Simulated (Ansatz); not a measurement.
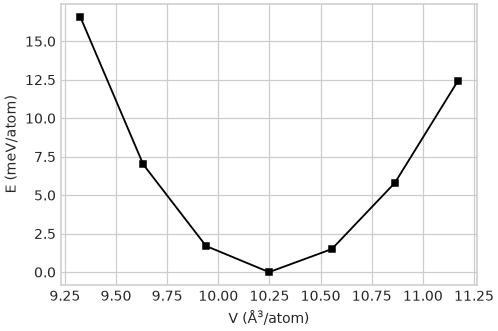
BaMg$_{2}$FeH$_{8}$ in space group P-3m1 (No. 164; Pearson symbol hP12) under volume change, DFT-r²SCAN in the program Ansatz with PAW potentials, shape and atoms relaxed at each volume.

### Question
What does a third-order Birch–Murnaghan fit give for V₀, B₀ and B′?

### Answer
V₀ = 10.25 Å³/atom, B₀ = 55.3 GPa, B′ = 3.9.

The workflow started from a Materials Project entry (that database holds measured and hypothetical structures alike); the Crystallography Open Database copy checked does not list it. Whether it is the stable phase at ambient conditions was not checked. Symmetry was held in the r²SCAN relaxation; whether a distortion lowers the energy is not shown. The run is not spin-polarised. Spin–orbit coupling is left out wherever it is not named.

Potentials: the later of the program's two PAW sets.
